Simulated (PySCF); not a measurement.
## C3H3BF2: a changed input and its effect

System: C3H3BF2, SMILES CC#CB(F)F.
Method of the first run: GIAO PBE0/pcSseg-1 NMR shielding, non-relativistic, gas phase (PySCF 2.14.0).

The geometry comes from this level: PBE0-D3(BJ)/def2-SVP. Text and figures count atoms from 1; the logs count them from 0 in places.

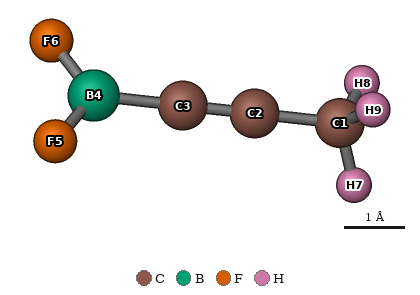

Fig. 1: The structure (ball-and-stick view, seen at a tilt; atoms are numbered from 1 in the order of the input).

**The input, the first run**
```
{"job": {"kind": "nmr", "xc": "PBE0", "basis": "pcSseg-1"}, "charge": 0, "multiplicity": 1}
C     -1.559229     0.152770     0.119388
C     -0.111331     0.121278     0.140797
C      1.106081     0.092277     0.158167
B      2.623390     0.053911     0.157110
F      3.278569    -0.953289    -0.386998
F      3.344818     1.023065     0.688251
H     -1.974348    -0.756962     0.580103
H     -1.948364     1.026132     0.664270
H     -1.927814     0.201122    -0.917070
```

The first line tells a small driver script what to run in PySCF; the rest is the geometry in Å.

Hardware: 1 CPU thread, shared host.

**Output (the first run)**
```
coarse grid: 8376 points
cycle   1  E = -340.2210758497  dE =  6.899e-01  |g| = 6.476e-01  |ddm| = 3.198e+00
cycle   2  E = -340.1785838898  dE =  4.249e-02  |g| = 8.665e-01  |ddm| = 8.210e-01
cycle   3  E = -340.2933661177  dE = -1.148e-01  |g| = 9.572e-02  |ddm| = 4.321e-01
cycle   4  E = -340.2949876131  dE = -1.621e-03  |g| = 5.426e-02  |ddm| = 1.074e-01
cycle   5  E = -340.2956645680  dE = -6.770e-04  |g| = 1.849e-02  |ddm| = 4.415e-02
cycle   6  E = -340.2957426905  dE = -7.812e-05  |g| = 1.131e-03  |ddm| = 1.399e-02
cycle   7  E = -340.2957429643  dE = -2.737e-07  |g| = 4.204e-04  |ddm| = 1.244e-03
final grid: 84160 points
cycle   8  E = -340.3398035249  dE = -4.503e-05  |g| = 4.868e-03  |ddm| = 2.413e-02
cycle   9  E = -340.3398023163  dE =  1.209e-06  |g| = 5.345e-03  |ddm| = 7.435e-03
cycle  10  E = -340.3398080212  dE = -5.705e-06  |g| = 1.780e-03  |ddm| = 4.143e-03
cycle  11  E = -340.3398088124  dE = -7.912e-07  |g| = 2.326e-04  |ddm| = 1.307e-03
cycle  12  E = -340.3398088222  dE = -9.811e-09  |g| = 1.072e-04  |ddm| = 1.860e-04
cycle  13  E = -340.3398088243  dE = -2.032e-09  |g| = 1.958e-05  |ddm| = 8.097e-05
cycle  14  E = -340.3398088243  dE = -7.537e-11  |g| = 3.642e-06  |ddm| = 1.561e-05
converged SCF energy = -340.3398088243

GIAO shielding tensors (ppm)
atom      isotropic    diamagn.    paramagn.     s11        s22        s33       span
  0 C      178.916     251.496     -72.580    169.345    171.115    196.288     26.943
  1 C       74.364     270.084    -195.721    -29.376     -5.437    257.904    287.280
  2 C      104.863     258.067    -153.204     17.845     26.707    270.037    252.192
  3 B       84.772     197.129    -112.358     76.473     86.920     90.922     14.449
  4 F      244.592     467.869    -223.277     62.954    303.496    367.326    304.372
  5 F      246.198     466.872    -220.675     65.551    304.917    368.125    302.574
  6 H       29.261      28.098       1.163     24.573     27.370     35.841     11.269
  7 H       29.261      27.625       1.637     24.388     27.464     35.931     11.544
  8 H       29.262      28.307       0.954     24.609     27.363     35.812     11.202
```

The input of the second run differs as follows (lines with − go, lines with + come):
```diff
-"xc": "PBE0"
-"basis": "pcSseg-1"
+"xc": "B97-2"
+"basis": "pcSseg-2"
+"pop": false
```

Predict how the results change.

The total energies belong to different models, so their difference says nothing on which is more stable or more accurate. The HOMO goes from −8.20 to −7.92 eV. Of all shieldings, the largest change is that of F6, by +11.4 ppm. The functional changes from PBE0 to B97-2. The number of SCF iterations is the same. The basis functions go from 117 to 258.

**Output (the second run)**
```
coarse grid: 8376 points
cycle   1  E = -340.6796096298  dE =  6.783e-01  |g| = 7.442e-01  |ddm| = 2.406e+00
cycle   2  E = -340.6068433202  dE =  7.277e-02  |g| = 1.041e+00  |ddm| = 1.364e+00
cycle   3  E = -340.7696597110  dE = -1.628e-01  |g| = 1.054e-01  |ddm| = 7.735e-01
cycle   4  E = -340.7715852740  dE = -1.926e-03  |g| = 5.854e-02  |ddm| = 1.463e-01
cycle   5  E = -340.7723262141  dE = -7.409e-04  |g| = 2.503e-02  |ddm| = 6.021e-02
cycle   6  E = -340.7724742634  dE = -1.480e-04  |g| = 1.828e-03  |ddm| = 3.135e-02
cycle   7  E = -340.7724749631  dE = -6.997e-07  |g| = 7.053e-04  |ddm| = 3.290e-03
final grid: 84160 points
cycle   8  E = -340.7660868145  dE = -1.360e-04  |g| = 1.223e-02  |ddm| = 1.263e-01
cycle   9  E = -340.7660672038  dE =  1.961e-05  |g| = 1.684e-02  |ddm| = 1.100e-02
cycle  10  E = -340.7661057048  dE = -3.850e-05  |g| = 6.571e-04  |ddm| = 6.499e-03
cycle  11  E = -340.7661057565  dE = -5.169e-08  |g| = 3.840e-04  |ddm| = 1.242e-03
cycle  12  E = -340.7661057837  dE = -2.715e-08  |g| = 2.144e-04  |ddm| = 5.414e-04
cycle  13  E = -340.7661057951  dE = -1.142e-08  |g| = 2.185e-05  |ddm| = 1.996e-04
cycle  14  E = -340.7661057952  dE = -1.069e-10  |g| = 5.320e-06  |ddm| = 3.135e-05
converged SCF energy = -340.7661057952

GIAO shielding tensors (ppm)
atom      isotropic    diamagn.    paramagn.     s11        s22        s33       span
  0 C      177.612     246.161     -68.549    167.987    169.549    195.301     27.314
  1 C       73.467     264.880    -191.413    -31.342     -6.188    257.932    289.274
  2 C      104.807     266.224    -161.417     17.562     28.623    268.237    250.675
  3 B       85.520     195.453    -109.933     77.941     84.866     93.752     15.812
  4 F      255.780     467.110    -211.330     87.973    314.003    365.363    277.389
  5 F      257.628     466.375    -208.747     90.774    315.583    366.528    275.755
  6 H       29.358      29.041       0.317     24.755     27.543     35.775     11.019
  7 H       29.362      28.619       0.743     24.580     27.625     35.882     11.303
  8 H       29.357      29.263       0.094     24.791     27.537     35.741     10.950
```

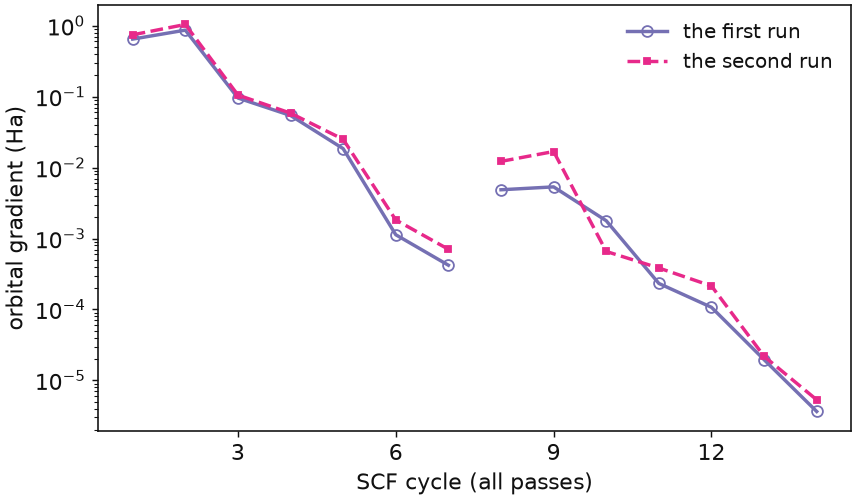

Fig. 2: Convergence of the two runs: orbital gradient against the SCF cycle. A break in a curve parts two SCF passes (coarse and final grid). The first run takes 14 cycles in all, and the second run takes 14.

**The two runs side by side**

| quantity | the first run | the second run |
| --- | --- | --- |
| outcome | converged | converged |
| total energy (hartree) | −340.339809 | −340.766106 |
| HOMO (eV) | −8.20 | −7.92 |
| LUMO (eV) | −1.14 | −1.16 |
| dipole moment (D) | 3.28 | 3.26 |
| shielding of C1 (ppm) | 178.9 | 177.6 |
| shielding of C2 (ppm) | 74.4 | 73.5 |
| shielding of B4 (ppm) | 84.8 | 85.5 |
| shielding of F5 (ppm) | 244.6 | 255.8 |
| shielding of F6 (ppm) | 246.2 | 257.6 |
| shielding of H7 (ppm) | 29.3 | 29.4 |
| shielding of H8 (ppm) | 29.3 | 29.4 |
| SCF iterations | 14 | 14 |
| basis functions | 117 | 258 |
| wall time (shared host) | 6.5 s | 20 s |
